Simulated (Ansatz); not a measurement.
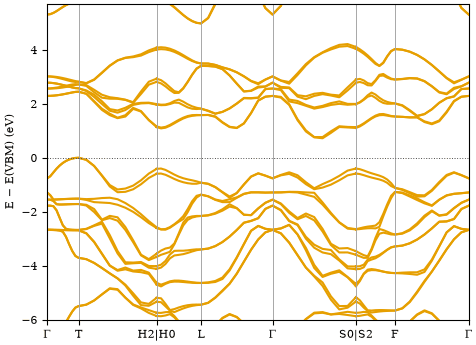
*Band structure from plane-wave PAW LDA with spin–orbit coupling (Ansatz code)*

**Question.** Read off the gap and where the band edges lie.

**Answer.** About 0.7 eV (0.71 eV by a search for the band edges); maximum at T, minimum on the Γ–S0 line, 57 % of the way from Γ.

The material is MoSe2 in space group R3m (No. 160; Mo on 3a, Se on 3a, Se on 3a).

The workflow started from a Materials Project entry (that database holds measured and hypothetical structures alike); the Crystallography Open Database copy checked does not list it. It is not the phase usual at ambient conditions (space group No. 194). Symmetry was held in the LDA relaxation; its stability against distortions is not shown here. No spin polarisation was allowed. A crystal of weakly bound layers computed without a dispersion correction: the cell and the soft elastic constants depend strongly on that.

Potentials: the later of the program's two PAW sets.
